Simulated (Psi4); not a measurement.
## Geometry relaxation, with input and output: OF2 (part 1 of 4)

- system: OF2 (oxygen difluoride), SMILES FOF
- method: MP2/pcseg-1, RHF (Psi4 1.11)

The atoms were displaced at random from an optimised geometry.

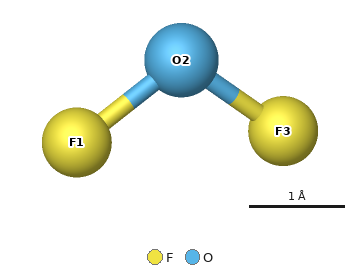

**Figure 1.** The starting structure (ball-and-stick view, seen at a tilt; atoms are numbered from 1 in the order of the input).

Key numbers

- outcome: converged
- total energy: −273.943388 hartree
- SCF energy: −273.356613 hartree
- MP2 energy: −273.943388 hartree
- correlation energy: −0.586775 hartree
- basis functions: 42
- HOMO of the SCF reference: 27.21 eV
- LUMO of the SCF reference: 0.00 eV
- hardware: 1 thread of AMD EPYC (Zen 2), 12 GiB of memory available, shared host
- wall time: 7.5 s
- peak memory: 0.21 GiB

Notes

Further notes kept with the run: positive occupied level.

The input (input.dat)
```
memory 1600 mb

molecule system {
  0 1
  F      1.93744927    -0.62166698     0.95779446
  O      0.01911269     1.04508091     0.08530791
  F     -1.86851962    -0.35790846    -1.12519018
  units bohr
  symmetry c1
}

set {
  geom_maxiter 60
  freeze_core true
}

e_tot, wfn = optimize('mp2/pcseg-1', return_wfn=True)
print_variables()
```

Launch command:
```bash
psi4 -i input.dat -o output.dat -n 1
```

What the program printed
```
Psi4 1.11 release

gradient() will perform analytic gradient computation.
    SCF Algorithm Type (re)set to DF.

   => Loading Basis Set <=

    Name: PCSEG-1
    Role: ORBITAL
    Keyword: BASIS

         ---------------------------------------------------------
                                   SCF
                              RHF Reference
                        1 Threads,   1525 MiB Core
         ---------------------------------------------------------

  ==> Geometry <==

    Molecular point group: c1
    Full point group: Cs

    Geometry (in Bohr), charge = 0, multiplicity = 1:

       Center              X                  Y                   Z               Mass
    ------------   -----------------  -----------------  -----------------  -----------------
         F            2.148973000681    -0.589571667656    -0.000000000000    18.998403162730
         O            0.048296521485     1.085676037213    -0.000000000000    15.994914619570
         F           -2.189634246311    -0.324468074053     0.000000000000    18.998403162730

  Running in c1 symmetry.

  Rotational constants: A =      2.24343  B =      0.33540  C =      0.29178 [cm^-1]
  Rotational constants: A =  67256.47140  B =  10055.13051  C =   8747.36238 [MHz]
  Nuclear repulsion =   72.651346846792364

  Charge       = 0
  Multiplicity = 1
  Electrons    = 26
  Nalpha       = 13
  Nbeta        = 13

  ==> Algorithm <==

  SCF Algorithm Type is DF.
  DIIS enabled.
  MOM disabled.
  Fractional occupation disabled.
  Guess Type is SAD.
  Energy threshold   = 1.00e-10
  Density threshold  = 1.00e-10
  Integral threshold = 1.00e-12

  ==> Primary Basis <==

  Basis Set: PCSEG-1
    Blend: PCSEG-1
    Number of shells: 18
    Number of basis functions: 42
    Number of Cartesian functions: 45
    Spherical Harmonics?: true
    Max angular momentum: 2

   => Loading Basis Set <=

    Name: (PCSEG-1 AUX)
    Role: JKFIT
    Keyword: DF_BASIS_SCF

  ==> Integral Setup <==

  DFHelper Memory: AOs need 0.004 GiB; user supplied 1.118 GiB.
  SCF_SUBTYPE=INCORE selected. In-core MEM_DF algorithm will be used.
  Using in-core AOs.

  ==> MemDFJK: Density-Fitted J/K Matrices <==

    J tasked:                   Yes
    K tasked:                   Yes
    wK tasked:                   No
    Memory [MiB]:              1144
    Algorithm:                 Core
    Schwarz Cutoff:           1E-12
    Mask sparsity (%):       0.1134
    Fitting Condition:        1E-10

   => Auxiliary Basis Set <=

  Basis Set: (PCSEG-1 AUX)
    Blend: DEF2-UNIVERSAL-JKFIT
    Number of shells: 75
    Number of basis functions: 231
    Number of Cartesian functions: 279
    Spherical Harmonics?: true
    Max angular momentum: 4

  Minimum eigenvalue in the overlap matrix is 2.8177219963E-02.
  Reciprocal condition number of the overlap matrix is 9.6269138960E-03.
    Using symmetric orthogonalization.

  ==> Pre-Iterations <==

  SCF Guess: Superposition of Atomic Densities via on-the-fly atomic UHF (no occupation information).

   -------------------------
    Irrep   Nso     Nmo
   -------------------------
     A         42      42
   -------------------------
    Total      42      42
   -------------------------

  ==> Iterations <==

                           Total Energy        Delta E     RMS |[F,P]|

   @DF-RHF iter SAD:  -272.52396294014136   -2.72524e+02   0.00000e+00
   @DF-RHF iter   1:  -273.27878213967654   -7.54819e-01   1.04665e-02 ADIIS/DIIS
   @DF-RHF iter   2:  -273.32420086821656   -4.54187e-02   7.51548e-03 ADIIS/DIIS
   @DF-RHF iter   3:  -273.35625379500345   -3.20529e-02   1.55250e-03 ADIIS/DIIS
   @DF-RHF iter   4:  -273.35817843821235   -1.92464e-03   4.26885e-04 ADIIS/DIIS
   @DF-RHF iter   5:  -273.35842368224945   -2.45244e-04   1.27693e-04 ADIIS/DIIS
   @DF-RHF iter   6:  -273.35845069964108   -2.70174e-05   4.53638e-05 DIIS
   @DF-RHF iter   7:  -273.35845491789723   -4.21826e-06   9.30766e-06 DIIS
   @DF-RHF iter   8:  -273.35845507648071   -1.58583e-07   3.15442e-06 DIIS
   @DF-RHF iter   9:  -273.35845508623510   -9.75439e-09   8.89242e-07 DIIS
   @DF-RHF iter  10:  -273.35845508771951   -1.48441e-09   2.49925e-07 DIIS
   @DF-RHF iter  11:  -273.35845508792562   -2.06114e-10   3.98566e-08 DIIS
   @DF-RHF iter  12:  -273.35845508793022   -4.60432e-12   1.25014e-08 DIIS
   @DF-RHF iter  13:  -273.35845508793045   -2.27374e-13   5.18215e-09 DIIS
   @DF-RHF iter  14:  -273.35845508793079   -3.41061e-13   1.61372e-09 DIIS
   @DF-RHF iter  15:  -273.35845508793062    1.70530e-13   3.72257e-10 DIIS
   @DF-RHF iter  16:  -273.35845508793096   -3.41061e-13   1.61303e-10 DIIS
   @DF-RHF iter  17:  -273.35845508793102   -5.68434e-14   5.02691e-11 DIIS
  Energy and wave function converged.

  ==> Post-Iterations <==

    Orbital Energies [Eh]
    ---------------------

    Doubly Occupied:

       1A    -26.389242     2A    -26.386023     3A    -20.808842
       4A     -1.763756     5A     -1.656254     6A     -1.301256
       7A     -0.826801     8A     -0.812679     9A     -0.803896
      10A     -0.734313    11A     -0.693052    12A     -0.653932
      13A     -0.590864

    Virtual:

      14A      0.092633    15A      0.170501    16A      0.957004
      17A      0.964871    18A      0.972426    19A      1.171666
      20A      1.268917    21A      1.271006    22A      1.306561
      23A      1.317528    24A      1.446488    25A      1.452339
      26A      2.059346    27A      2.125303    28A      2.136855
      29A      2.153557    30A      2.219627    31A      2.469606
      32A      2.524350    33A      2.724275    34A      2.729929
      35A      2.740990    36A      2.753784    37A      2.825553
      38A      3.112269    39A      3.162779    40A      3.327930
      41A      3.821194    42A      3.848388

    Final Occupation by Irrep:
              A
    DOCC [    13 ]
    NA   [    13 ]
    NB   [    13 ]

  @DF-RHF Final Energy:  -273.35845508793102

   => Energetics <=

    Nuclear Repulsion Energy =             72.6513468467923644
    One-Electron Energy =                -525.1777815872524116
    Two-Electron Energy =                 179.1679796525290271
    Total Energy =                       -273.3584550879310200

Computation Completed

Properties will be evaluated at   0.000000,   0.000000,   0.000000 [a0]

Properties computed using the SCF density matrix

 Multipole Moments:

 ------------------------------------------------------------------------------------
     Multipole            Electronic (a.u.)      Nuclear  (a.u.)        Total (a.u.)
 ------------------------------------------------------------------------------------

 L = 1.  Multiply by 2.5417464519 to convert [e a0] to [Debye]
 Dipole X            :         -0.0334966            0.0204210           -0.0130757
 Dipole Y            :         -0.2965002            0.4590506            0.1625504
 Dipole Z            :         -0.0000000           -0.0000000           -0.0000000
 Magnitude           :                                                    0.1630755

 ------------------------------------------------------------------------------------

	total time  =          1 seconds =       0.02 minutes

  //>>>>>>>>>>>>>>>>>>>>>>>>>>>>>>>>>>>//
  //               DFMP2               //
  //<<<<<<<<<<<<<<<<<<<<<<<<<<<<<<<<<<<//

   => Loading Basis Set <=

    Name: (PCSEG-1 AUX)
    Role: RIFIT
    Keyword: DF_BASIS_MP2

	 --------------------------------------------------------
	                          DF-MP2
	      2nd-Order Density-Fitted Moller-Plesset Theory
	              RMP2 Wavefunction,   1 Threads

	 --------------------------------------------------------

   => Auxiliary Basis Set <=

  Basis Set: (PCSEG-1 AUX)
    Blend: DEF2-SVP-RI
    Number of shells: 48
    Number of basis functions: 144
    Number of Cartesian functions: 165
    Spherical Harmonics?: true
    Max angular momentum: 3

	 --------------------------------------------------------
	                 NBF =    42, NAUX =   144
	 --------------------------------------------------------
	   CLASS    FOCC     OCC    AOCC    AVIR     VIR    FVIR
	   PAIRS       3      13      10      29      29       0
	 --------------------------------------------------------

  DFHelper Memory: AOs need 0.004 GiB; user supplied 1.118 GiB.
  SCF_SUBTYPE=INCORE selected. In-core MEM_DF algorithm will be used.
  Using in-core AOs.

         ------------------------------------------------------------
                                     CPHF
         ------------------------------------------------------------

  ==> Geometry <==

    Molecular point group: c1
    Full point group: Cs

    Geometry (in Bohr), charge = 0, multiplicity = 1:

       Center              X                  Y                   Z               Mass
    ------------   -----------------  -----------------  -----------------  -----------------
         F            2.148973000681    -0.589571667656    -0.000000000000    18.998403162730
         O            0.048296521485     1.085676037213    -0.000000000000    15.994914619570
         F           -2.189634246311    -0.324468074053     0.000000000000    18.998403162730

  Nuclear repulsion =   72.651346846792350
  Reference energy  = -273.358455087931020

  ==> Basis Set <==

  Basis Set: PCSEG-1
    Blend: PCSEG-1
    Number of shells: 18
    Number of basis functions: 42
    Number of Cartesian functions: 45
    Spherical Harmonics?: true
    Max angular momentum: 2

   Number of roots    =         1
   Preconditioning    =    JACOBI
   Convergence cutoff =     1E-06
   Maximum iterations =       100

   => Auxiliary Basis Set <=

  Basis Set: (PCSEG-1 AUX)
    Blend: DEF2-UNIVERSAL-JKFIT
    Number of shells: 75
    Number of basis functions: 231
    Number of Cartesian functions: 279
    Spherical Harmonics?: true
    Max angular momentum: 4

  ==> CPHF Iterations <==

  => Iterations <=

             Iter  Converged  Remaining    Residual
  CGR           1          0          1   1.826E-01
  CGR           2          0          1   3.323E-02
  CGR           3          0          1   9.610E-03
  CGR           4          0          1   3.720E-03
  CGR           5          0          1   9.871E-04
  CGR           6          0          1   2.725E-04
  CGR           7          0          1   8.599E-05
  CGR           8          0          1   3.510E-05
  CGR           9          0          1   7.929E-06
  CGR          10          0          1   1.681E-06
  CGR          11          1          0   3.720E-07

    CGRSolver converged.

  ==> DFCorrGrad: Density-Fitted Correlated Gradients <==

    Integrals threads:           1
    Memory [GiB]:            1.118
    Schwarz Cutoff:          0E+00
    Fitting Condition:       1E-10

   => Auxiliary Basis Set <=

  Basis Set: (PCSEG-1 AUX)
    Blend: DEF2-UNIVERSAL-JKFIT
    Number of shells: 75
    Number of basis functions: 231
    Number of Cartesian functions: 279
    Spherical Harmonics?: true
    Max angular momentum: 4

	-----------------------------------------------------------
	 ==================> DF-MP2 Energies <====================
	-----------------------------------------------------------
	 Reference Energy          =    -273.3584550879310200 [Eh]
	 Singles Energy            =      -0.0000000000000000 [Eh]
	 Same-Spin Energy          =      -0.1577996309197605 [Eh]
	 Opposite-Spin Energy      =      -0.4245423829602727 [Eh]
	 Correlation Energy        =      -0.5823420138800333 [Eh]
	 Total Energy              =    -273.9407971018110288 [Eh]
	-----------------------------------------------------------
	 ================> DF-SCS-MP2 Energies <==================
	-----------------------------------------------------------
	 SCS Same-Spin Scale       =       0.3333333333333333 [-]
	 SCS Opposite-Spin Scale   =       1.2000000000000000 [-]
	 SCS Same-Spin Energy      =      -0.0525998769732535 [Eh]
	 SCS Opposite-Spin Energy  =      -0.5094508595523273 [Eh]
	 SCS Correlation Energy    =      -0.5620507365255808 [Eh]
	 SCS Total Energy          =    -273.9205058244565976 [Eh]
	-----------------------------------------------------------

  -Total Gradient:
     Atom            X                  Y                   Z
    ------   -----------------  -----------------  -----------------
       1        0.000903930006     0.014986468200    -0.000000000000
       2       -0.009491852870    -0.035141809238     0.000000000000
       3        0.008587922864     0.020155341037    -0.000000000000

	total time  =          0 seconds =       0.00 minutes

    			-----------------------------------------

    			 OPTKING 3.0: for geometry optimizations

    			        with contributions from

    			-----------------------------------------

	                            ===> Fragment 1 <==

	 Z (Atomic Numbers)          Masses                          Geom
	       9.000000            18.998403          2.14897300 -0.58957167 -0.00000000
	       8.000000            15.994915          0.04829652  1.08567604 -0.00000000
	       9.000000            18.998403         -2.18963425 -0.32446807  0.00000000

	 - Coordinate -           - BOHR/RAD -       - ANG/DEG -
	 R(1,2)           =         2.686875           1.421833
	 R(2,3)           =         2.645154           1.399755
	 B(1,2,3)         =         1.906124         109.212868

	        --- Internal Coordinate Step in ANG or DEG, aJ/ANG or AJ/DEG ---
	-------------------------------------------------------------------------------
	           Coordinate      Previous         Force          Change          New
	           ----------      --------        ------          ------        ------
	               R(1,2)       1.42183        0.07116        0.01070       1.43254
	               R(2,3)       1.39976        0.14839        0.02064       1.42040
	             B(1,2,3)     109.21287       -0.00251       -7.40966     101.80321
	-------------------------------------------------------------------------------

	                                 ==> Convergence Check <==

	Measures of convergence in internal coordinates in au.

	Criteria marked as inactive (o), active & met (*), and active & unmet ( ).

	----------------------------------------------------------------------------------------------~
	   Step    Total Energy     Delta E     Max Force     RMS Force      Max Disp      RMS Disp   ~
	----------------------------------------------------------------------------------------------~
	  Convergence Criteria     1.00e-06 *    3.00e-04 *             o    1.20e-03 *             o~
	----------------------------------------------------------------------------------------------~
	     1    -273.94079710   -2.74e+02      3.30e-02      2.23e-02 o    1.29e-01      7.89e-02 o  ~
	----------------------------------------------------------------------------------------------

Next Geometry in Ang
	Fragment 1 (Ang)

	    F   1.0911017356  -0.3353194784  -0.0000000000
	    O   0.0319569657   0.6292398264  -0.0000000000
	    F  -1.1190182874  -0.2030943319   0.0000000000

    Structure for next step:
    Molecular point group: c1
    Full point group: Cs

    Geometry (in Bohr), charge = 0, multiplicity = 1:

    F            2.062556194836    -0.627909143477    -0.000000000000
    O            0.061062652541     1.194843774236    -0.000000000000
    F           -2.113965353041    -0.378039829651     0.000000000000

gradient() will perform analytic gradient computation.
    SCF Algorithm Type (re)set to DF.

  ==> Geometry <==

    Molecular point group: c1
    Full point group: Cs

    Geometry (in Bohr), charge = 0, multiplicity = 1:

       Center              X                  Y                   Z               Mass
    ------------   -----------------  -----------------  -----------------  -----------------
         F            2.062556194836    -0.627909143477    -0.000000000000    18.998403162730
         O            0.061062652541     1.194843774236    -0.000000000000    15.994914619570
         F           -2.113965353041    -0.378039829651     0.000000000000    18.998403162730

  Running in c1 symmetry.

  Rotational constants: A =      1.85062  B =      0.36201  C =      0.30278 [cm^-1]
  Rotational constants: A =  55480.28974  B =  10852.72260  C =   9077.11218 [MHz]
  Nuclear repulsion =   72.780259370575692

  Charge       = 0
  Multiplicity = 1
  Electrons    = 26
  Nalpha       = 13
  Nbeta        = 13

  ==> Algorithm <==

  SCF Algorithm Type is DF.
  DIIS enabled.
  MOM disabled.
  Fractional occupation disabled.
  Guess Type is READ.
  Energy threshold   = 1.00e-10
  Density threshold  = 1.00e-10
  Integral threshold = 1.00e-12

   => Loading Basis Set <=

    Name: PCSEG-1
    Role: ORBITAL
    Keyword: BASIS

  Reading orbitals from file scr/output.180.npy, no projection.

   => Auxiliary Basis Set <=

  Basis Set: (PCSEG-1 AUX)
    Blend: DEF2-UNIVERSAL-JKFIT
    Number of shells: 75
    Number of basis functions: 231
    Number of Cartesian functions: 279
    Spherical Harmonics?: true
    Max angular momentum: 4
```
